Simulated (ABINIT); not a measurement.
# Quasiparticle gap of CO2 (P4_2/mnm) in ABINIT

How does a plane-wave GW calculation on CO2 (P4_2/mnm) run from the first input to the gap?

Program: ABINIT 10.8.3. Level of theory: LDA and many-body steps on it, plane waves. Results are calculated unless marked as measured.

### Step 1. Starting point

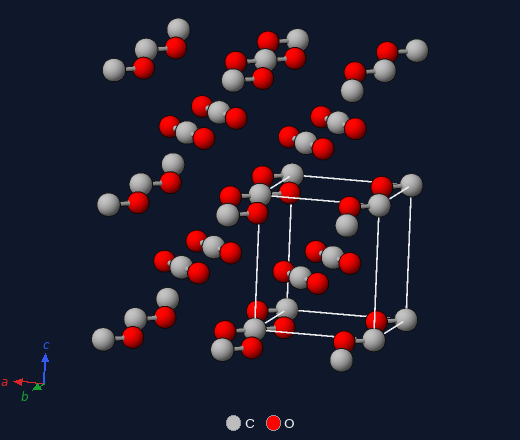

The cell as given, from a free direction (carbon light grey, oxygen red). 2×2×2 cells are drawn. Bonds to atoms that aren't drawn are left out. Some periodic images of atoms are drawn too.

Coordinates:

```cif
data_structure
_symmetry_space_group_name_H-M 'P 1'
_symmetry_Int_Tables_number 1
_cell_length_a 4.2272
_cell_length_b 4.2272
_cell_length_c 4.6878
_cell_angle_alpha 90.000
_cell_angle_beta 90.000
_cell_angle_gamma 90.000
_cell_volume 83.77
loop_
_atom_site_label
_atom_site_type_symbol
_atom_site_fract_x
_atom_site_fract_y
_atom_site_fract_z
_atom_site_occupancy
C1 C 0.50000 0.50000 0.50000 1
C2 C 0.00000 0.00000 0.00000 1
O3 O 0.30483 0.69517 0.50000 1
O4 O 0.69517 0.30483 0.50000 1
O5 O 0.19517 0.19517 0.00000 1
O6 O 0.80483 0.80483 0.00000 1
```

The cell and positions are those that the Materials Project relaxed with its own functionals (PBE, PBE+U or r2SCAN), kept fixed.

### Step 2. Ground state

This step: ABINIT 10.8.3; DFT, LDA, plane waves, norm-conserving pseudopotentials.

The ground-state density comes first.

Input file run.abi:

```
acell 3*1.0 Angstrom
rprim 
  4.227212790000 0.000000000000 0.000000000000
  0.000000000000 4.227212790000 0.000000000000
  0.000000000000 0.000000000000 4.687771590000
ntypat 2
znucl 6 8
natom 6
typat 1 1 2 2 2 2
xred 
  0.500000000000 0.500000000000 0.500000000000
  0.000000000000 0.000000000000 0.000000000000
  0.304826860000 0.695173140000 0.500000000000
  0.695173140000 0.304826860000 0.500000000000
  0.195173140000 0.195173140000 0.000000000000
  0.804826860000 0.804826860000 0.000000000000
pp_dirpath "pseudos"
pseudos "C.upf, O.upf"
ecut 37
ngkpt 6 6 4
nshiftk 1
shiftk 0 0 0
kptopt 1
chksymbreak 0
nband 23
occopt 1
tolvrs 1e-10
nstep 60
prtwf 0
optforces 0
optstress 0
indata_prefix "in"
outdata_prefix "out"
tmpdata_prefix "tmp"
```

Run with:

```
> OMP_NUM_THREADS=1 mpirun -n 8 abinit run.abi > log
```

Numbers of over 12 decimals in the logs are rounded to 6 here.

What it wrote:

```text
.Version 10.8.3 of ABINIT. v10.8.2 released Aug 2026.

 Symmetries : space group P4_2/m n m (#136); Bravais tP (primitive tetrag.)
================================================================================
 Values of the parameters that define the memory need of the present run
     intxc =       0    ionmov =       0      iscf =       7    lmnmax =       5
     lnmax =       5     mgfft =      50  mpssoang =       3    mqgrid =    3001
     natom =       6  nloc_mem =       1    nspden =       1   nspinor =       1
    nsppol =       1      nsym =      16    n1xccc =    2501    ntypat =       2
    occopt =       1   xclevel =       1
-    mband =          23        mffmem =           1         mkmem =           4
       mpw =        6100          nfft =      101250          nkpt =          30
================================================================================
  Rough estimation (10% accuracy) of disk space for files :
================================================================================

--------------------------------------------------------------------------------
------------- Echo of variables that govern the present computation ------------
--------------------------------------------------------------------------------
 -outvars: echo values of preprocessed input variables --------
            acell      1.8897261259E+00  1.8897261259E+00  1.8897261259E+00 Bohr

      chksymbreak           0
             ecut      3.70000000E+01 Hartree
-          fftalg         312

              ixc       -1012
              kpt      0.00000000E+00  0.00000000E+00  0.00000000E+00
                       1.66666667E-01  0.00000000E+00  0.00000000E+00
                       3.33333333E-01  0.00000000E+00  0.00000000E+00
                       5.00000000E-01  0.00000000E+00  0.00000000E+00
                       1.66666667E-01  1.66666667E-01  0.00000000E+00
                       3.33333333E-01  1.66666667E-01  0.00000000E+00
                       5.00000000E-01  1.66666667E-01  0.00000000E+00
                       3.33333333E-01  3.33333333E-01  0.00000000E+00
                       5.00000000E-01  3.33333333E-01  0.00000000E+00
   [... 19 further rows ...]
                       5.00000000E-01  3.33333333E-01  5.00000000E-01
                       5.00000000E-01  5.00000000E-01  5.00000000E-01
         kptrlatt        6    0    0      0    6    0      0    0    4
          kptrlen      3.54344178E+01
P           mkmem           4
            natom           6
            nband          23
            ngfft          45      45      50
             nkpt          30
            nstep          60
             nsym          16
           ntypat           2
              occ      2.000000  2.000000  2.000000  2.000000  2.000000  2.000000
                       2.000000  2.000000  2.000000  2.000000  2.000000  2.000000
                       2.000000  2.000000  2.000000  2.000000  0.000000  0.000000
                       0.000000  0.000000  0.000000  0.000000  0.000000
        optforces           0
        optstress           0
            prtwf           0
            rprim      4.2272127900E+00  0.0000000000E+00  0.0000000000E+00
[...]
spgroup         136

           tolvrs      1.00000000E-10

             xred      5.0000000000E-01  5.0000000000E-01  5.0000000000E-01
[...]
znucl        6.00000    8.00000

================================================================================

 chkinp: Checking input parameters for consistency.

================================================================================
== DATASET  1 ==================================================================
-   mpi_nproc: 8, omp_nthreads: 1 (-1 if OMP is not activated)

--- !DatasetInfo
iteration_state: {dtset: 1, }
dimensions: {natom: 6, nkpt: 30, mband: 23, nsppol: 1, nspinor: 1, nspden: 1, mpw: 6100, }
cutoff_energies: {ecut:  37.0, pawecutdg:  -1.0, }
electrons: {nelect:   3.20000000E+01, charge:   0.00000000E+00, occopt:   1.00000000E+00, tsmear:   1.00000000E-02, }

 Real(R)+Recip(G) space primitive vectors, cartesian coordinates (Bohr,Bohr^-1):
 R(1)=  7.9882744  0.0000000  0.0000000  G(1)=  0.1251835  0.0000000  0.0000000
 R(2)=  0.0000000  7.9882744  0.0000000  G(2)=  0.0000000  0.1251835  0.0000000
 R(3)=  0.0000000  0.0000000  8.8586044  G(3)=  0.0000000  0.0000000  0.1128846
 Unit cell volume ucvol=  5.6528995E+02 bohr^3
 Angles (23,13,12)=  9.00000000E+01  9.00000000E+01  9.00000000E+01 degrees

 getcut: wavevector=  0.0000  0.0000  0.0000  ngfft=  45  45  50
         ecut(hartree)=     37.000   => boxcut(ratio)=   2.01156

--- Pseudopotential description ------------------------------------------------
- C Generated using ONCVPSP code by D. R. Hamann
-  6.00000   4.00000  180309                  znucl, zion, pspdat
12 -1012 1 -1 1234                            pspcod,pspxc,lmax,lloc,mmax
     nproj     2     2     0
  pspatm : epsatm=    4.35103003
         --- l  ekb(1:nproj) -->
[...]
pspatm: atomic psp has been read  and splines computed

- O Generated using ONCVPSP code by D. R. Hamann
-  8.00000   6.00000  201201                  znucl, zion, pspdat
12 -1012 2 -1 926                             pspcod,pspxc,lmax,lloc,mmax
     nproj     2     2     1
  pspatm : epsatm=    6.27558587
         --- l  ekb(1:nproj) -->
[...]
2   -1.033686
 pspatm: atomic psp has been read  and splines computed

   1.08174091E+03                                ecore*ucvol(ha*bohr**3)
--------------------------------------------------------------------------------

_setup2: Arith. and geom. avg. npw (full set) are    6077.479    6077.469

================================================================================

--- !BeginCycle
iteration_state: {dtset: 1, }
solver: {iscf: 7, nstep: 60, nline: 4, wfoptalg: 0, }
tolerances: {tolvrs: 1.00E-10, }

     iter   Etot(hartree)      deltaE(h)  residm     vres2
 ETOT  1  -77.784312599156    -7.778E+01 1.094E-01 4.000E+02
 ETOT  2  -77.787325610764    -3.013E-03 2.953E-02 5.172E+02
 ETOT  3  -78.022330785512    -2.350E-01 3.904E-03 1.091E+01
 ETOT  4  -78.025818961522    -3.488E-03 7.771E-04 3.476E-01
 ETOT  5  -78.025936416364    -1.175E-04 1.068E-04 4.033E-03
 ETOT  6  -78.025937043514    -6.272E-07 2.396E-04 1.710E-04
 ETOT  7  -78.025937066144    -2.263E-08 3.687E-05 9.180E-06
 ETOT  8  -78.025937066989    -8.450E-10 1.025E-04 6.092E-07
 ETOT  9  -78.025937067095    -1.053E-10 1.879E-05 2.063E-08
 ETOT 10  -78.025937067099    -4.448E-12 5.764E-05 1.377E-10
 ETOT 11  -78.025937067098     6.821E-13 1.282E-05 2.489E-12

 At SCF step   11       vres2   =  2.49E-12 < tolvrs=  1.00E-10 =>converged.

--- !ResultsGS
iteration_state: {dtset: 1, }
comment   : Summary of ground state results
lattice_vectors:
- [  7.9882744,   0.0000000,   0.0000000, ]
- [  0.0000000,   7.9882744,   0.0000000, ]
- [  0.0000000,   0.0000000,   8.8586044, ]
lattice_lengths: [   7.98827,    7.98827,    8.85860, ]
lattice_angles: [ 90.000,  90.000,  90.000, ] # degrees, (23, 13, 12)
lattice_volume:   5.6528995E+02
convergence: {deltae:  6.821E-13, res2:  2.489E-12, residm:  1.282E-05, diffor:  0.000E+00, }
etotal    :  -7.80259371E+01
entropy   :   0.00000000E+00
fermie    :  -1.26518767E-01
cartesian_stress_tensor: null
pressure_GPa: null
xred      :
- [  5.0000E-01,   5.0000E-01,   5.0000E-01,  C]
- [  0.0000E+00,   0.0000E+00,   0.0000E+00,  C]
- [  3.0483E-01,   6.9517E-01,   5.0000E-01,  O]
- [  6.9517E-01,   3.0483E-01,   5.0000E-01,  O]
- [  1.9517E-01,   1.9517E-01,   0.0000E+00,  O]
- [  8.0483E-01,   8.0483E-01,   0.0000E+00,  O]
cartesian_forces: null
force_length_stats: {min: null, max: null, mean: null, }

 Integrated electronic density in atomic spheres:
 ------------------------------------------------
 Atom  Sphere_radius  Integrated_density
[...]
================================================================================

 ----iterations are completed or convergence reached----

 Mean square residual over all n,k,spin=   42.242E-09; max=  12.822E-06
 reduced coordinates (array xred) for    6 atoms
[...]
0.000000000000      0.000000000000      0.000000000000
       0.304826860000      0.695173140000      0.500000000000
       0.695173140000      0.304826860000      0.500000000000
       0.195173140000      0.195173140000      0.000000000000
       0.804826860000      0.804826860000      0.000000000000
 rms dE/dt=  0.0000E+00; max dE/dt=  0.0000E+00; dE/dt below (all hartree)
    1       0.000000000000      0.000000000000      0.000000000000
    2       0.000000000000      0.000000000000      0.000000000000
    3       0.000000000000      0.000000000000      0.000000000000
    4       0.000000000000      0.000000000000      0.000000000000
    5       0.000000000000      0.000000000000      0.000000000000
    6       0.000000000000      0.000000000000      0.000000000000

 cartesian coordinates (angstrom) at end:
    1      2.113606     2.113606     2.343886
    2      0.000000     0.000000     0.000000
    3      1.288568     2.938645     2.343886
    4      2.938645     1.288568     2.343886
    5      0.825038     0.825038     0.000000
    6      3.402174     3.402174     0.000000
 length scales=  1.889726125908  1.889726125908  1.889726125908 bohr
              =  1.000000000000  1.000000000000  1.000000000000 angstroms
 prteigrs : about to open file out_EIG
 Fermi (or HOMO) energy (hartree) =  -0.12652   Average Vxc (hartree)=  -0.32463
 Eigenvalues (hartree) for nkpt=  30  k points:
 kpt#   1, nband= 23, wtk=  0.00694, kpt=  0.0000  0.0000  0.0000 (reduced coord)
  -0.87984   -0.86823   -0.83707   -0.83707   -0.32786   -0.31534   -0.30740   -0.28444
  -0.28444   -0.25674   -0.25674   -0.25466   -0.17966   -0.14723   -0.14439   -0.14439
   0.10591    0.14334    0.15946    0.15946    0.20354    0.26142    0.35455
 prteigrs : prtvol=0 or 1, do not print more k-points.

--- !EnergyTerms
iteration_state     : {dtset: 1, }
comment             : Components of total free energy in Hartree
kinetic             :  5.20797997833195E+01
hartree             :  2.81140406645523E+01
xc                  : -2.04342517257618E+01
Ewald energy        : -4.16137102671031E+01
psp_core            :  1.91360365243891E+00
local_psp           : -8.68887491734361E+01
non_local_psp       : -1.11966700011080E+01
total_energy        : -7.80259370670984E+01
total_energy_eV     : -2.12319391073742E+03
band_energy         : -1.26554942826633E+01

== END DATASET(S) ==============================================================
================================================================================

 -outvars: echo values of variables after computation  --------
           etotal     -7.8025937067E+01
            nband          23
             nkpt          30
          spgroup         136
 [... the other variables as echoed above ...]

 Calculation completed.
```

It took 20 s on 8 MPI ranks of Arm Neoverse V2, shared host; peak memory 0.67 GiB; 2.7 min of CPU time.

This step gave:

- total energy: -2123.1939 eV
- gap: 6.325 eV
- k of the valence top: 0.5, 0.5, 0.5
- k of the conduction bottom: 0, 0, 0
- least direct gap: 6.811 eV

The gap is indirect, with the least direct gap 0.49 eV higher.

[end of part 1 of 3]

[Paths, hosts, dates, memory and timing lines, banners, echoed tables and standing remarks are left out of the program output.]

[Logs are printed without paths, hosts, clocks, repeated set-up lines and the standing remarks that a program may print on its own settings, such as how far it seeks lower states.]

[Runs of the session that timed out or met a known fault of the program may be left out.]

[Hosts, paths, dates, database ids (printed as entryN), source tags and the programs' standing remarks are cut or masked in the printed files.]

[G0W0 gaps are taken among the corrected bands and points alone; a level outside them can change the order at an edge.]

[Where Ansatz stands beside ABINIT at settings called matched, ABINIT's density can come from a denser mesh and the files from another edition; pairs whose starting gaps differed by over 0.03 eV were left out, so agreement reads better than it is.]
